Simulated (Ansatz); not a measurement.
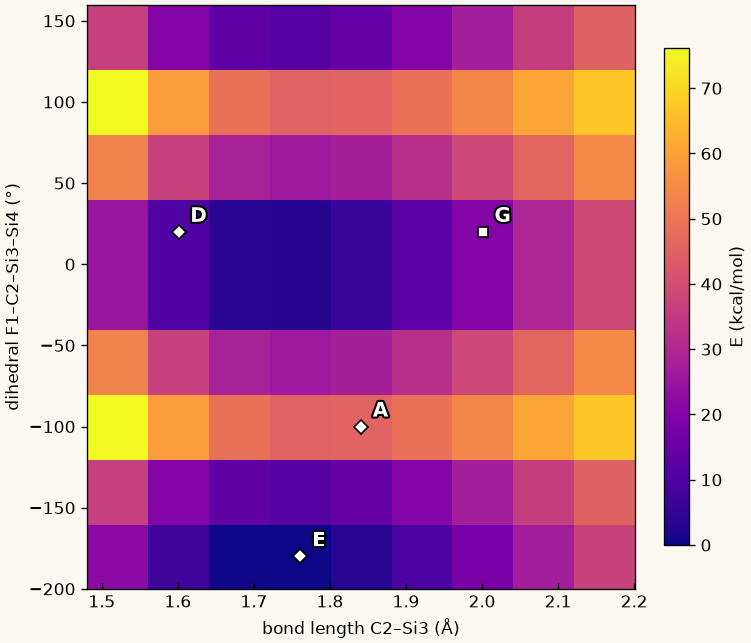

CH₅FSi₂, SMILES FC=[SiH][SiH3]. 
- Coordinates scanned: (1) bond length C2–Si3; (2) dihedral F1–C2–Si3–Si4.
- Nothing is relaxed (all other coordinates rigid).
- The grid has 9 × 9 points.
- Points are written as (first, second).
- Energies: kcal/mol, counted from the lowest grid point.
- Energies and slopes of some neighbouring points disagree (a jump in structure or state, or too coarse a mesh).
- These are results of RKS PBE0-D4/def2-TZVP (Ansatz), not measurements.

In the figure: one coloured cell a grid point, lettered points.

Question: Is D the lowest point of the computed grid?

Answer: No. D lies 10.2 kcal/mol above the lowest grid point, which is at (1.761 Å, −180°).

Question: Rank the lettered points by energy, lowest first.

Answer: E (0.0 kcal/mol), D (10.2 kcal/mol), G (20.2 kcal/mol), A (45.8 kcal/mol).
